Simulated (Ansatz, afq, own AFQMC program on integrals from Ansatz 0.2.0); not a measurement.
# BNH2+ (doublet): quantum Monte Carlo beside coupled cluster, cc-pVDZ, part 2 of 2

Ansatz 0.2.0, Gaussian basis, and an in-house AFQMC program (afq) on its integrals; all values are calculated; cc-pVDZ, frozen cores.

## (9) CCSDT(Q) on UHF

in.yaml

```yaml
crystal:
  periodic: [false, false, false]
  atoms:
    - {symbol: B, position_ang: [0.000000, 0.000000, 0.859982]}
    - {symbol: N, position_ang: [0.000000, 0.000000, -0.511503]}
    - {symbol: H, position_ang: [0.000000, 0.850874, -1.057997]}
    - {symbol: H, position_ang: [0.000000, -0.850874, -1.057997]}
basis:
  gaussian: {orbitals: cc-pVDZ}
total_charge: 1
magnetization: {spin_polarized: true, initial_magnetization: 1}
correlation: {method: ccsdt_q, electrons: outside_noble_gas}
```

Command:

```bash
> ansatz run in.yaml --threads 1 --pin off --events-out ev --progress --plain --max-ram 1843MiB
```

Log, cut to the lines that bear on the results:

```text
Functional definition: HF
  name "HF"
  cite "Fock, Z. Phys. 61, 126 (1930) doi:10.1007/BF01340294"
  parent pbe
[...]
711 factors; integrals over basis functions are off by at most 2.4e-7 eV
[...]
mean field -2175.95388211 eV, -79.9648302530 hartree, gradient 1.6e-6 eV, S^2 0.775949; 2 other end points of the search recorded, 0 dependent functions left out
determinant -2175.95388211 eV, -79.9648302530 hartree, with singles and doubles -2182.00552883 eV, -80.1872241679 hartree
determinant -2173.11469911 eV, -79.8604922023 hartree, with singles and doubles -2179.07905893 eV, -80.0796783830 hartree
determinant -2172.60250231 eV, -79.8416693169 hartree, with singles and doubles -2177.42997428 eV, -80.0190756399 hartree
2 core orbitals not correlated: weight in the atoms' cores, before any rotation towards them, 1.000 or more for the frozen orbitals, at most 0.000 for the correlated occupied ones
reference -2175.95388211 eV, -79.9648302530 hartree; 5, 4 occupied and 31, 32 virtual orbitals, 711 factors
second order -5.58333824 eV of doubles, -0.00000000 eV of singles
cycle   1  -5.81899343 eV  change   -2.4e-1 eV  update   7.0e-2
[...]
cycle  16  -6.26089287 eV  change    3.1e-7 eV  update   7.6e-7
perturbative correction -0.01596506 eV, -0.0005867052 hartree
Total energy: -2182.23074004 eV, -80.1955005274 hartree
```

Run time: 9.5 s. Hardware: 1 thread of Intel Xeon Platinum 8375C at 2.90GHz (Ice Lake), shared host; peak memory 0.33 GiB.

From the report: ⟨S²⟩ of the determinant 0.776 (pure doublet: 0.75); correlation -6.2769 eV; T1 0.022; largest double amplitude 0.10.

## (10) Phaseless AFQMC, CISD trial on UHF

It reads the integrals that the CCSD(T) run on this determinant wrote.

Command:

```bash
> afq ham --method phaseless --trial cisd --walkers 60 --populations 1 --least-time 40 --time-step 0.005 --steps-per-block 50 --equilibration-blocks 28 --max-blocks 300 --target-error 0.00036 --factor-cut 1e-05 --start spin_pure --seed 392 --release-times 0.24,0.51,0.99,1.62,2.4 --release-step 0.03 --release-every 4 --taylor-order 6
```

Log:

```text
orbitals 36  electrons 5 4  factors 282 of 355
reference energy -79.96482986 Eh
CCSD correlation -0.22245276 Eh in 11 cycles, weight of the determinant in the CISD state 0.9119
energy of the start -80.186472 Eh
 block  time / (1/Eh)  mean weight  energy / Eh
     1     0.250  1.0021  -80.185481
     2     0.500  0.9995  -80.186947
     3     0.750  0.9980  -80.188654
     4     1.000  0.9985  -80.195052
     5     1.250  0.9971  -80.193564
     6     1.500  1.0014  -80.193803
     7     1.750  1.0018  -80.203117
     8     2.000  0.9966  -80.199933
     9     2.250  0.9998  -80.190137
    10     2.500  1.0015  -80.191134
    17     4.250  0.9994  -80.195111
    25     6.250  0.9994  -80.196525
    33     8.250  1.0002  -80.192663
    41    10.250  1.0014  -80.196224
    49    12.250  1.0020  -80.194697
    57    14.250  0.9993  -80.225514
    65    16.250  0.9989  -80.194654
    73    18.250  0.9998  -80.192961
    81    20.250  1.0014  -80.199092
    89    22.250  1.0002  -80.191252
    97    24.250  1.0001  -80.194037
   105    26.250  0.9997  -80.192384
   113    28.250  1.0011  -80.190887
   121    30.250  0.9988  -80.201052
   129    32.250  0.9993  -80.191005
   137    34.250  1.0007  -80.191796
   145    36.250  1.0010  -80.200635
   153    38.250  0.9992  -80.193667
   161    40.250  1.0024  -80.198276
   169    42.250  1.0010  -80.193789
   177    44.250  1.0023  -80.191107
   185    46.250  0.9990  -80.208948
   193    48.250  1.0011  -80.194076
   201    50.250  0.9999  -80.191298
   209    52.250  0.9990  -80.188105
   217    54.250  0.9971  -80.195068
   225    56.250  0.9999  -80.196551
   233    58.250  0.9976  -80.201367
   241    60.250  0.9998  -80.192601
   249    62.250  1.0008  -80.200586
   257    64.250  1.0030  -80.191176
   265    66.250  1.0003  -80.191293
   273    68.250  1.0009  -80.190757
   281    70.250  1.0010  -80.199657
   289    72.250  0.9990  -80.194564
   297    74.250  0.9989  -80.193547
   305    76.250  1.0012  -80.205465
   313    78.250  0.9993  -80.196296
   321    80.250  1.0011  -80.198776
blocks merged  error / Eh  count
     1  0.000290  300
     2  0.000353  150
     4  0.000405  75
     8  0.000440  37
    16  0.000364  18
    32  0.000313  9
released: time / (1/Eh)  energy / Eh  error  mean overlap
  0.24  -80.195794  0.000461  0.9903
  0.51  -80.195895  0.000473  0.9914
  0.99  -80.195195  0.000360  0.9894
  1.62  -80.195883  0.000559  0.9744
  2.40  -80.195697  0.000580  0.9872
energy -80.195190 +/- 0.000440 Eh
```

Run time: 8.1 min. Hardware: 1 thread of Intel Xeon Platinum 8375C at 2.90GHz (Ice Lake), shared host; peak memory 0.33 GiB.

Energy -2182.2223 ± 0.0120 eV. Caveats: constraint bias not in the error.

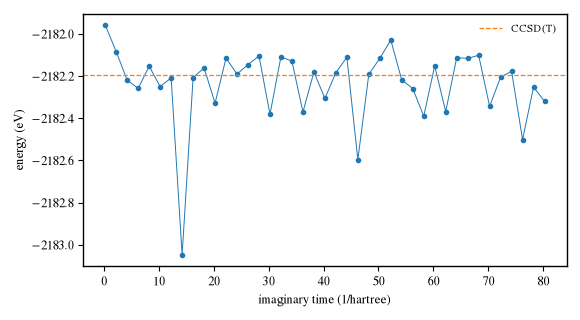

Block energies along the walk.

## (11) Phaseless AFQMC, single-determinant trial on UHF

It reads the integrals that the CCSD(T) run on this determinant wrote.

Command:

```bash
> afq ham --method phaseless --trial hf --walkers 120 --populations 1 --least-time 40 --time-step 0.005 --steps-per-block 20 --equilibration-blocks 112 --max-blocks 600 --target-error 0.00108 --factor-cut 1e-05 --start spin_pure --seed 7577 --taylor-order 6
```

Log:

```text
orbitals 36  electrons 5 4  factors 282 of 355
reference energy -79.96482986 Eh
CCSD correlation -0.22245276 Eh in 11 cycles, weight of the determinant in the CISD state 0.9119
energy of the start -79.965489 Eh
 block  time / (1/Eh)  mean weight  energy / Eh
     1     0.100  1.0007  -80.026926
     2     0.200  1.0005  -80.070402
     3     0.300  1.0018  -80.102196
     4     0.400  1.0020  -80.123493
     5     0.500  1.0005  -80.144373
     6     0.600  1.0026  -80.162698
     7     0.700  0.9988  -80.160569
     8     0.800  1.0013  -80.156954
     9     0.900  1.0016  -80.158831
    10     1.000  1.0005  -80.174959
    18     1.800  1.0008  -80.193229
    35     3.500  0.9974  -80.172209
    52     5.200  1.0012  -80.230294
    69     6.900  0.9993  -80.200454
    86     8.600  0.9996  -80.184720
   103    10.300  0.9997  -80.211656
   120    12.000  0.9995  -80.160673
   137    13.700  1.0011  -80.182503
   154    15.400  1.0002  -80.181526
   171    17.100  1.0019  -80.203523
   188    18.800  1.0012  -80.184092
   205    20.500  1.0006  -80.197626
   222    22.200  0.9984  -80.155094
   239    23.900  0.9993  -80.195424
   256    25.600  1.0011  -80.209155
   273    27.300  0.9988  -80.200671
   290    29.000  0.9989  -80.211221
   307    30.700  0.9971  -80.171054
   324    32.400  1.0014  -80.194392
   341    34.100  0.9999  -80.226627
   358    35.800  1.0012  -80.176715
   375    37.500  1.0001  -80.211648
   392    39.200  1.0003  -80.234665
   409    40.900  1.0003  -80.176569
   426    42.600  0.9988  -80.184094
   443    44.300  0.9976  -80.202483
   460    46.000  0.9991  -80.160583
   477    47.700  0.9997  -80.198500
   494    49.400  1.0007  -80.192567
   511    51.100  1.0000  -80.199778
   528    52.800  1.0009  -80.237561
   545    54.500  1.0002  -80.179779
   562    56.200  1.0017  -80.181390
   579    57.900  0.9991  -80.190233
   596    59.600  1.0019  -80.214729
   613    61.300  1.0019  -80.197402
   630    63.000  0.9997  -80.163871
   647    64.700  0.9980  -80.209735
   664    66.400  1.0013  -80.274472
   681    68.100  1.0001  -80.202387
   698    69.800  0.9990  -80.176881
blocks merged  error / Eh  count
     1  0.000875  600
     2  0.001143  300
     4  0.001465  150
     8  0.001724  75
    16  0.001781  37
    32  0.002044  18
    64  0.001399  9
energy -80.196540 +/- 0.002044 Eh
```

Run time: 4.6 min. Hardware: 1 thread of Intel Xeon Platinum 8375C at 2.90GHz (Ice Lake), shared host; peak memory 0.33 GiB.

Energy -2182.2590 ± 0.0556 eV. Caveats: constraint bias not in the error; error above the target.

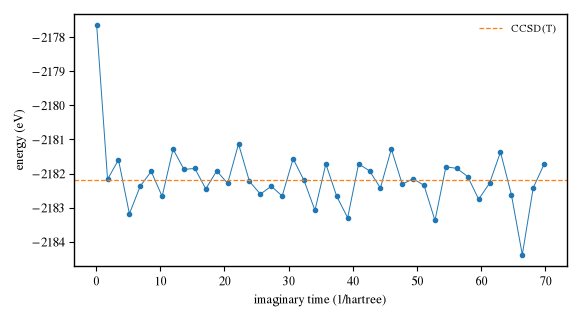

Block energies along the walk.

## (12) Free-projection AFQMC, CISD trial on UHF

It reads the integrals that the CCSD(T) run on this determinant wrote.

Command:

```bash
> afq ham --method free --trial cisd --walkers 60 --time-step 0.03 --max-blocks 80 --target-error 0.00036 --factor-cut 1e-05 --seed 3305 --times 0,0.3,0.6,1.2,1.8,2.4,3.6,4.8,6 --taylor-order 8
```

Log:

```text
orbitals 36  electrons 5 4  factors 282 of 355
reference energy -79.96482986 Eh
CCSD correlation -0.22245276 Eh in 11 cycles, weight of the determinant in the CISD state 0.9119
repeat  energy at the last time / Eh  error
    10  -80.198368  0.003082
    20  -80.197013  0.001751
    30  -80.198605  0.002471
    40  -80.197845  0.002045
    50  -80.197947  0.001720
    60  -80.197538  0.001512
    70  -80.197189  0.001349
    80  -80.196446  0.001284
time / (1/Eh)  energy / Eh  error  mean overlap
  0.00  -80.187525  0.000237  1.0973
  0.30  -80.192783  0.000256  1.0922
  0.60  -80.193915  0.000257  1.0961
  1.20  -80.194553  0.000260  1.1117
  1.80  -80.195019  0.000328  1.1195
  2.40  -80.195163  0.000368  1.1136
  3.60  -80.195468  0.000536  1.1086
  4.80  -80.197502  0.000853  1.0778
  6.00  -80.196446  0.001284  1.1011
energy -80.196446 +/- 0.001284 Eh
```

It took 6.1 min on 1 thread of Intel Xeon Platinum 8375C at 2.90GHz (Ice Lake), shared host; peak memory 0.33 GiB.

Energy -2182.2565 ± 0.0350 eV. The run doesn't count as converged. Caveats: remainder of the start not in the error; error above the target.

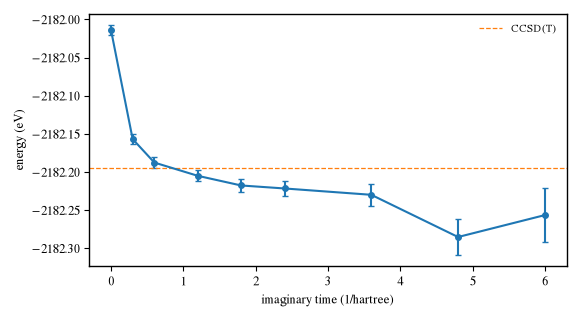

Energy against projection time, with error bars.

## (13) AFQMC on the ladder

On the UHF determinant, counted from CCSDT(Q) (a yardstick, not exact):

| level | energy (eV) | from CCSDT(Q) (kcal/mol) | statistical error (kcal/mol) | time |
| --- | --- | --- | --- | --- |
| HF | -2175.9539 | +144.75 |  |  |
| MP2 | -2181.5372 | +15.99 |  |  |
| CCSD | -2182.0071 | +5.16 |  |  |
| CCSD(T) | -2182.1944 | +0.84 |  |  |
| CCSDT(Q) | -2182.2307 | 0.00 |  |  |
| Phaseless AFQMC, CISD trial, step 0.005, 60 walkers | -2182.2223 | +0.19 | 0.28 | 8.1 min |
| Phaseless AFQMC, single-determinant trial, step 0.005, 120 walkers | -2182.2590 | -0.65 | 1.28 | 4.6 min |

The functionals' totals stand on their own zeros and serve differences with other points: PBE -2185.186 eV; r2SCAN -2186.979 eV; PBE0 -2185.464 eV; B3LYP -2188.279 eV; wB97M-V -2187.224 eV; B2PLYP -2185.994 eV.

## (14) Outcome

The summary covers parts 1 to 2.

```
                                                      quantity                  value
                                  CCSD(T) on UHF from CCSDT(Q)         +0.84 kcal/mol
              Phaseless AFQMC, CISD trial on UHF from CCSDT(Q)  +0.19 ± 0.28 kcal/mol
Phaseless AFQMC, single-determinant trial on UHF from CCSDT(Q)  -0.65 ± 1.28 kcal/mol
```

On UHF the phaseless walk with the CISD trial lies +0.19 kcal/mol from CCSDT(Q), within three error bars. Error bars are statistical and leave out the constraint, the time step and what remains of the start.
